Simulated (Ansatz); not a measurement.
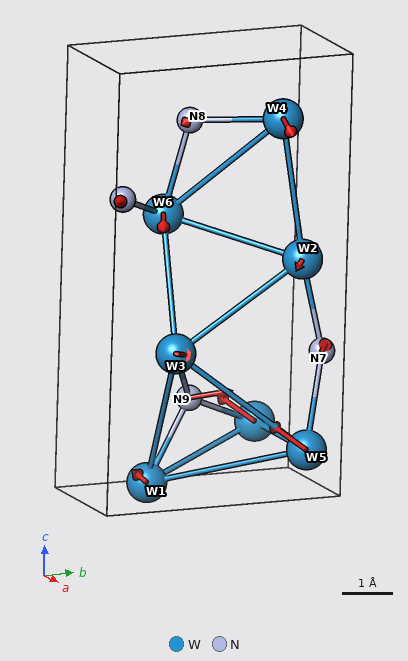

A relaxation of solid W₃N₂ (a generated structure, set up in P1) (coarse preliminary run). The starting structure is drawn; red arrows show the displacements (the part carried along by the change of the cell is left out), 5 times their true length.

Style: ball-and-stick. Shown: the cell of the calculation, slightly off an axis.

These are results of Ansatz 0.2.0, DFT PBE, scalar-relativistic, plane waves, PAW, not measurements. (plane-wave cutoff 420 eV; k-point mesh 6 × 4 × 2; occupations gaussian; smearing width 0.1 eV; no spin polarisation; cell and atoms relaxed; force threshold 0.04 eV/Å; at most 70 steps)

Q: Which element moves most?

A: Tungsten: up to 0.27 Å, against 0.19 Å for nitrogen.

Q: What happened in the run?

A: The largest move relative to the cell is that of a W atom, 0.27 Å in a general direction near [−3 −1 0]. By element the largest moves are W 0.27 Å, N 0.19 Å. The volume changes by −0.8 %, with a 2.816 → 2.803 Å (−0.5 %), b 4.950 → 4.891 Å (−1.2 %), c 9.402 → 9.433 Å (+0.3 %), α 88.5° → 89.0°, β 85.7° → 86.4°, γ 84.7° → 90.7°. Some distances before and after: N–W 2.816 → 2.285 Å, W–W 3.097 → 3.471 Å, W–W 3.524 → 3.227 Å, W–W 3.821 → 3.535 Å. New bonds form, among them: N–W (2.82 → 2.29 Å). Bond angles that change, for instance: W–N–W 113.6° → 98.8°, W–N–W 146.0° → 160.4°, W–N–W 109.7° → 101.7°. The space group stays P1 (No. 1). Over 9 accepted moves (13 points after the start) the energy falls by 70.6 meV per atom. The largest force component goes from 1.4 to 0.028 eV/Å. The pressure goes from 1.92 to −0.05 GPa. The line search rejected the trial steps at points 5, 8, 11 of the run. At 1 point the geometry stayed and the basis and grid were re-selected for the new cell (energy shift of 0.6 meV per atom at most each time).

Limits of the set-up: the k-point mesh is coarse for a cell with partly filled bands.
